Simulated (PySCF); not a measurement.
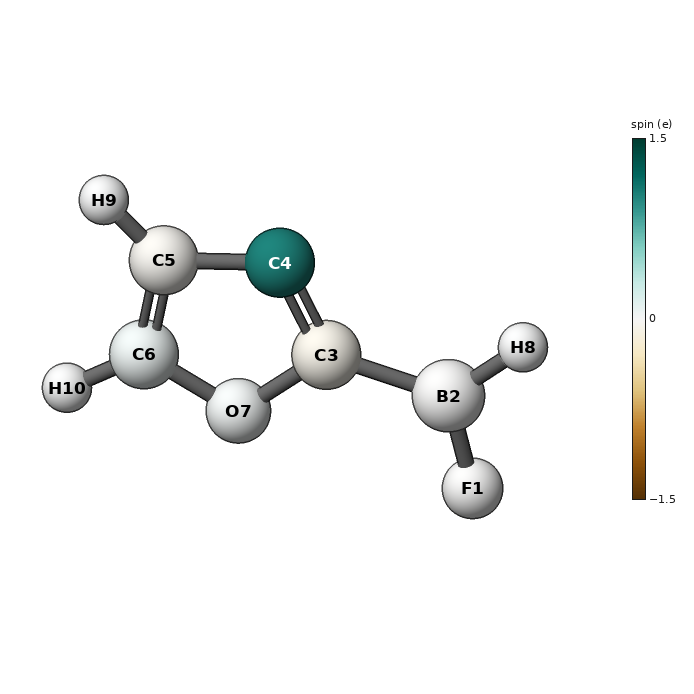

Atoms are coloured by their Mulliken spin populations. State: neutral, doublet. The geometry was computed by an optimisation with GFN2-xTB. No frequency run is at hand to confirm it as a minimum. Level of theory: UKS B3LYP, pcH-1 on B C F H O, non-relativistic (PySCF 2.14.0).

List the Mulliken spin populations.

| atom | value (e) |
| --- | --- |
| F1 | 0.00 |
| B2 | 0.00 |
| C3 | −0.07 |
| C4 | 1.03 |
| C5 | −0.05 |
| C6 | 0.05 |
| O7 | 0.03 |
| H8 | 0.00 |
| H9 | 0.01 |
| H10 | 0.00 |

Mulliken values depend strongly on the basis set. The geometry is semi-empirical. Around B such bond lengths and angles can be off by a tenth of an ångström or more and by several degrees, and values that hang on the shape move with them.
